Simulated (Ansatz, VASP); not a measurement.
## Cross-check of MgAl2C2 between VASP and Ansatz

Aim: how closely do two programs agree when they are given the same cell, functional and k mesh?

Method: plane waves, with VASP 6.6.1 beside it; dielectric response at PBEsol, in Ansatz 0.2.0.

**1. Set-up**

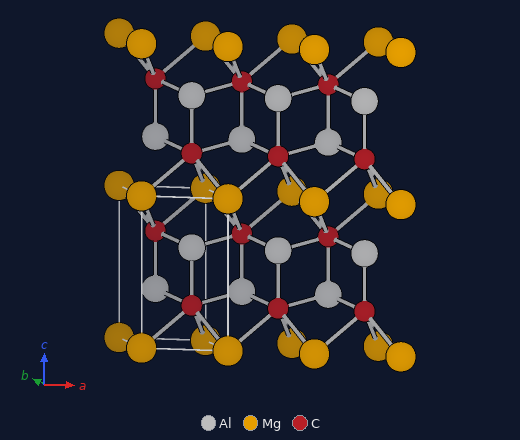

The cell as given, slightly off an axis (aluminium light grey, magnesium orange, carbon red). 3×1×2 cells are drawn. Bonds to atoms that aren't drawn are left out. Some periodic images of atoms are drawn too.

**2. Ansatz: dielectric response, PBEsol**

Ansatz runs on its default PAW (the set named soft_2) files.

The response to a field tests empty states and converges slowly with the mesh.

Contents of input.yaml:

```yaml
crystal:
  lattice:
    - [3.3756991423, 0.0, 0.0]
    - [-1.6878495711, 2.9234412128, 0.0]
    - [0.0, 0.0, 5.7693981402]
  atoms:
    - { symbol: Al, position: [0.6666666667, 0.3333333333, 0.650070527] }
    - { symbol: Al, position: [0.3333333333, 0.6666666667, 0.349929473] }
    - { symbol: Mg, position: [0.0, 0.0, 0.0] }
    - { symbol: C, position: [0.6666666667, 0.3333333333, 0.2691581609] }
    - { symbol: C, position: [0.3333333333, 0.6666666667, 0.7308418391] }
hamiltonian:
  xc: pbesol
  pseudopotentials: { kind: paw }
kpoints:
  mp_grid: { grid: [9, 9, 5] }
scf:
  occupations: { method: fixed }
dielectric:
  method: response
```

Started as:

```
> ansatz run input.yaml --threads 2 --pin off --max-ram 4608MiB --backend cpu --events-out ev --progress --plain --runs-dir out
```

Numbers of over 12 decimals in the logs are rounded to 6 here.

Log:

```text
Engine: ansatz 0.2.0, x86_64-unknown-linux-gnu
Pseudopotentials: kind: paw
Pseudopotential: Al, paw, valence charge 3, recommended cutoff 420 eV (normal), Al.paw.azcp
Pseudopotential: Mg, paw, valence charge 10, recommended cutoff 420 eV (normal), Mg.paw.azcp
Pseudopotential: C, paw, valence charge 4, recommended cutoff 420 eV (normal), C.paw.azcp
Functional definition: PBEsol
  exchange = pbesol_x
  correlation = pbesol_c
Crystal: 5 atoms, lattice volume = 56.936 Å³
Basis set: ecut = 420 eV, 1135 PW (Γ), exchange–correlation on 48×48×80 points (8 copies of the dense FFT grid, shifted against one another)
Bands: 17, of which v1, the nominal top of the filled ones, is band 12 counted from 1 (11 counted from 0)
Symmetry: 12 space group operations
k-points: 115 of 405 (irreducible under 2 space group operations, time reversal used)
Non-local potential: Al, projectors of the file, l = 0: 2, l = 1: 2, l = 2: 1
Non-local potential: Mg, projectors of the file, l = 0: 3, l = 1: 2, l = 2: 1
Non-local potential: C, projectors of the file, l = 0: 2, l = 1: 2, l = 2: 1
PAW form: soft (Blöchl's): semilocal exchange-correlation on the pseudo side does not see the compensation charge
PAW frozen core: Al, regenerated for the run's functional, and the local potential with it (the file was generated under x = pbe(κ = 0.804, μ = 0.219515), c = pbe(β = 0.066725))
PAW frozen core: Mg, regenerated for the run's functional, and the local potential with it (the file was generated under x = pbe(κ = 0.804, μ = 0.219515), c = pbe(β = 0.066725))
PAW frozen core: C, regenerated for the run's functional, and the local potential with it (the file was generated under x = pbe(κ = 0.804, μ = 0.219515), c = pbe(β = 0.066725))
PAW one-centre angular grid: Al, 110 points (default); XC on 64 Gauss nodes
PAW one-centre angular grid: Mg, 110 points (default); XC on 64 Gauss nodes
PAW one-centre angular grid: C, 110 points (default); XC on 64 Gauss nodes
Initial density: superposition of atomic densities (neutral atoms: chi_scale 0, normalization atom), corrected by the library's trained network
Initial wavefunctions: pseudopotential atomic-orbital guess
Functional: x = pbesol(κ = 0.804, μ = 0.123457), c = pbesol(β = 0.046)
SCF iter   1: F=—  HF=-3454.914681 eV  |F-HF|=—  |Δ(HF+E_count)|=         —  Δρ=7.21e-3  dr2=4.06e-2  ethr=1.77e-3  ⟨swp⟩=4.9  Hψ=9288  notcnv=0  defer=334
preconditioner: auto → none  [insulator: Δε(μ)=1.677 eV  Ē_g=10.217 eV  n_scr=10 (ndim 8)  ℏωp=19.7 eV  f_vac=0.000  ε∞_Penn≈4.7]
SCF iter   2: F=—  HF=-3454.903921 eV  |F-HF|=—  |Δ(HF+E_count)|=   1.08e-2  Δρ=2.77e-3  dr2=4.84e-3  ethr=1.69e-4  ⟨swp⟩=2.0  Hψ=3816  notcnv=0  defer=341
SCF iter   3: F=—  HF=-3454.902545 eV  |F-HF|=—  |Δ(HF+E_count)|=   1.38e-3  Δρ=6.93e-4  dr2=1.75e-4  ethr=2.02e-5  ⟨swp⟩=2.0  Hψ=2923  notcnv=0  defer=341
SCF iter   4: F=—  HF=-3454.902559 eV  |F-HF|=—  |Δ(HF+E_count)|=   1.48e-5  Δρ=2.29e-4  dr2=9.22e-5  ethr=7.31e-7  ⟨swp⟩=3.0  Hψ=3226  notcnv=0  defer=286
SCF iter   5: F=—  HF=-3454.902540 eV  |F-HF|=—  |Δ(HF+E_count)|=   1.94e-5  Δρ=7.67e-5  dr2=1.36e-6  ethr=3.84e-7  ⟨swp⟩=2.0  Hψ=2388  notcnv=0  defer=123
SCF iter   6: F=—  HF=-3454.902541 eV  |F-HF|=—  |Δ(HF+E_count)|=   1.22e-6  Δρ=8.79e-6  dr2=3.34e-8  ethr=5.66e-9  ⟨swp⟩=2.4  Hψ=3265  notcnv=0  defer=118
SCF iter   7: F=—  HF=-3454.902541 eV  |F-HF|=—  |Δ(HF+E_count)|=   4.33e-9  Δρ=1.80e-6  dr2=6.74e-10  ethr=1.39e-10  ⟨swp⟩=2.0  Hψ=2564  notcnv=0  defer=118
SCF iter   8: F=-3454.902541 eV  HF=-3454.902541 eV  |F-HF|=4.09e-12  |Δ(HF+E_count)|=  6.96e-10  Δρ=1.96e-7  dr2=8.68e-12  ethr=1.00e-12  ⟨swp⟩=7.5  Hψ=8391  notcnv=0
SCF 1 converged in 8 iterations: F = -3454.902541 eV  dr2 = 8.68e-12
  greatest PAW one-centre occupation: 1.000 electrons in one spin orbital (limit 2), on the Mg atom at site 2 (counted from 0), in its partial waves of l = 0
NSCF: frozen V_eff on 6 k-points
DFPT response loops at Γ: preconditioner auto → Resta (q_TF=auto, 2.362 Å⁻¹)  ε∞=5.8 (no band partly filled); β = 1.00, the filter's whole step (`scf.mixing.beta` (0.50) is not read by the response loops at its default; to damp them type it under 1.00, their step now; it binds the ground state too); Broyden in place of MSR1
── the response to a field inside a basis, on 10×10×6 k-points: an SCF that follows is theirs, and a resumed run solves both again ──
Bands: 13, of which v1, the nominal top of the filled ones, is band 12 counted from 1 (11 counted from 0)
k-points: 165 of 600 (irreducible under 4 space group operations)
Initial density: handed on by an earlier stage of this run
Initial wavefunctions: pseudopotential atomic-orbital guess (no wavefunctions were taken with the density)
Eigensolver: Dense (165 Hₖ)
SCF iter   1: F=—  HF=-3454.900436 eV  |F-HF|=—  |Δ(HF+E_count)|=         —  Δρ=1.51e-4  dr2=2.49e-6  ethr=1.00e-1
preconditioner: auto → none  [insulator: Δε(μ)=1.807 eV  Ē_g=8.255 eV  n_scr=10 (ndim 8)  ℏωp=19.7 eV  f_vac=0.000  ε∞_Penn≈6.7]
SCF iter   2: F=—  HF=-3454.900438 eV  |F-HF|=—  |Δ(HF+E_count)|=   1.75e-6  Δρ=7.37e-5  dr2=5.80e-7  ethr=1.04e-8
SCF iter   3: F=—  HF=-3454.900438 eV  |F-HF|=—  |Δ(HF+E_count)|=   7.10e-7  Δρ=1.45e-5  dr2=1.76e-7  ethr=2.42e-9
SCF iter   4: F=-3454.900438 eV  HF=-3454.900438 eV  |F-HF|=1.10e-9  |Δ(HF+E_count)|=   4.51e-8  Δρ=2.27e-6  dr2=2.95e-9  ethr=7.35e-10
SCF 1 converged in 4 iterations: F = -3454.900438 eV  dr2 = 2.95e-9
DFPT response loops at Γ: mixed as the last ones told, above
SCF converged after 8 iterations
Free energy (F): -3454.902541 eV
Harris-Foulkes:  -3454.902541 eV  (|F-HF|=4.09e-12)
Internal energy: -3454.902541 eV  (E = F + TS)
E sigma→0 (E₀):  -3454.902541 eV
Fermi energy:    8.613801 eV
--- Per-component energies (eV) ---
  E_band       = -273.135902
  E_kinetic    = 306.023408
  E_local      = -1831.384304  (includes V_loc(G=0)·N_el)
  E_nonlocal   = 169.365533
  E_hartree    = 674.374175
  E_xc         = -206.538621
  E_vxc        = -218.945543  (∫ρ·V_xc dr)
  E_paw        = -1381.182527  (= ΣΔE_a)
  E_vpaw       = -46.943367  (= ΣTr[D̂ρ^β])
  E_aug_tail   = 0.000001  (compensation charges beyond the density's cutoff)
  E_ewald      = -1185.699547
  E_core_change = 0.139341  (= ΣΔE_core)
  E_smearing   = -0.000000  (= −TS)
  E_closure    = -0.000000  (closes the sum)
  Σ components = -3454.902541   (vs F -3454.902541, Δ=0.00e0)
--- Band table (eV; the first three rows and the last of 115) ---
  k-point 0: bands = [... 8 lower, 7.5199, 8.4053, 8.4130, 8.4130, 11.9737, 13.1208, 15.2257, 15.2257, ... 1 higher]
  k-point 1: bands = [... 8 lower, 7.5703, 7.5703, 8.3501, 8.3501, 12.4527, 13.4137, 15.1715, 15.1715, ... 1 higher]
  k-point 2: bands = [... 8 lower, 7.6753, 7.6753, 8.2249, 8.2249, 12.9242, 13.9087, 15.1456, 15.1456, ... 1 higher]
  k-point 114: bands = [... 8 lower, 4.9972, 5.8857, 6.2420, 7.6851, 12.0236, 12.5322, 14.5023, 14.7245, ... 1 higher]
--- Dielectric response (ions clamped): 3 representative field directions + reference, inside a basis on a mesh of 600 k-points (Σ response iterations 15) ---
  ε∞ (high-frequency dielectric tensor):
        7.689947     0.000000    -0.000000
        0.000000     7.689947    -0.000000
       -0.000000    -0.000000     8.939233
  Born effective charges Z* (e; rows j = field, columns β = displacement):
    site 0:
         2.26594    0.00000   -0.00000
         0.00000    2.26594   -0.00000
        -0.00000   -0.00000    1.99828
    site 1:
         2.26594    0.00000   -0.00000
         0.00000    2.26594   -0.00000
        -0.00000   -0.00000    1.99828
    site 2:
         2.01796    0.00000   -0.00000
         0.00000    2.01796   -0.00000
        -0.00000   -0.00000    2.78298
    site 3:
        -3.27492   -0.00000    0.00000
        -0.00000   -3.27492    0.00000
         0.00000    0.00000   -3.38977
    site 4:
        -3.27492   -0.00000    0.00000
        -0.00000   -3.27492    0.00000
         0.00000    0.00000   -3.38977
  Z* charge neutrality: 3.527e-3 e pre-enforcement
  solved inside a basis spanned on kpoints, on 10×10×6 k-points, its susceptibility summed on 16×16×8: ε∞ is read to err by 3.2e-2, Z* by 1.6e-2 e (field_mesh: kpoints solves on kpoints); Z* is corrected for what the basis lacks
```

It took 38 s on 2 threads of Intel Xeon 6975P-C (Granite Rapids), shared host; peak memory 0.97 GiB; 74 s of CPU time.

[end of part 1 of 2]

[Lines on the potential files, build, host, timing and source positions are cut from VASP's logs without a mark.]

[Logs are printed without paths, hosts, clocks, repeated set-up lines and the standing remarks that a program may print on its own settings, such as how far it seeks lower states.]

[Hosts, paths, dates, database ids (printed as entryN), source tags and the programs' standing remarks are cut or masked in the printed files.]
